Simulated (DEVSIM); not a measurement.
Device: abrupt Si n-p junction, at 250 K.

```
layer (left to right)  material  thickness (μm)  Nd (cm⁻³)  Na (cm⁻³)  τn (s)  τp (s)
---------------------  --------  --------------  ---------  ---------  ------  ------
1                            Si            5.40     2.4e17          -  6.2e-5  6.2e-5
2                            Si           0.370          -       2e15  6.2e-5  6.2e-5
```

Left contact: ohmic. Right contact: ohmic. Voltage is applied to the left contact. Recombination: SRH at mid-gap. Mobility is μmin + (μ − μmin)/(1 + (N/Nref)^α).

This is a model device: material constants are rounded textbook-type values typed into the input, and sizes, dopings and lifetimes were drawn at random. Values at 300 K; Nc and Nv go as T^1.5, mobilities as T to minus their exponent, the gap by Varshni's rule with the affinity fixed.

```tsv
parameter	Si
gap (eV)	1.124
affinity (eV)	4.05
permittivity	11.7
Nc (cm⁻³)	2.86e19
Nv (cm⁻³)	3.1e19
μn (cm²/Vs)	1417
μp (cm²/Vs)	470
μn,min	52
μp,min	45
Nref,n	9.7e16
Nref,p	2.2e17
αn	0.68
αp	0.72
T exponent of μn	2.3
T exponent of μp	2.2
Varshni α (eV/K)	0.000473
Varshni β (K)	636
```

Model (solved in DEVSIM): 1D drift-diffusion, Boltzmann statistics, complete ionisation; no tunnelling, impact ionisation, image-force lowering or self-heating.

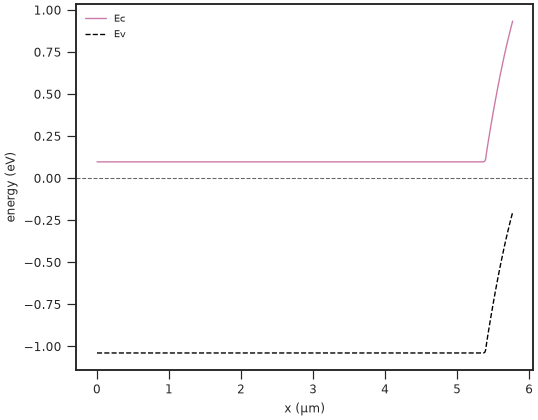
Band edges at zero bias

Energies count from the Fermi level of the right contact; mesh points crowd at the junctions.

```tsv
x (μm)	Ec (eV)	Ev (eV)	n (cm⁻³)	p (cm⁻³)	field (V/cm)
0.000	0.097	-1.039	2.4e17	< 1e2	≈ 0
0.02022	0.097	-1.039	2.4e17	< 1e2	≈ 0
0.05730	0.097	-1.039	2.4e17	< 1e2	≈ 0
0.1315	0.097	-1.039	2.4e17	< 1e2	≈ 0
0.3255	0.097	-1.039	2.4e17	< 1e2	≈ 0
0.6173	0.097	-1.039	2.4e17	< 1e2	≈ 0
1.153	0.097	-1.039	2.4e17	< 1e2	≈ 0
2.700	0.097	-1.039	2.4e17	< 1e2	≈ 0
3.939	0.097	-1.039	2.4e17	< 1e2	≈ 0
4.615	0.097	-1.039	2.4e17	< 1e2	≈ 0
4.983	0.097	-1.039	2.4e17	< 1e2	≈ 0
5.236	0.097	-1.039	2.4e17	< 1e2	≈ 0
5.321	0.097	-1.039	2.4e17	< 1e2	≈ 0
5.368	0.098	-1.038	2.3e17	< 1e2	850
5.399	0.128	-1.009	5.9e16	< 1e2	32000
5.419	0.187	-0.950	3.8e15	< 1e2	27000
5.452	0.274	-0.863	6.6e13	< 1e2	26000
5.509	0.413	-0.723	1.0e11	63000	24000
5.632	0.684	-0.452	350000	1.9e10	20000
5.700	0.815	-0.321	810	8.0e12	18000
5.742	0.889	-0.248	< 1e2	2.4e14	17000
5.770	0.934	-0.202	< 1e2	2.0e15	16000
```
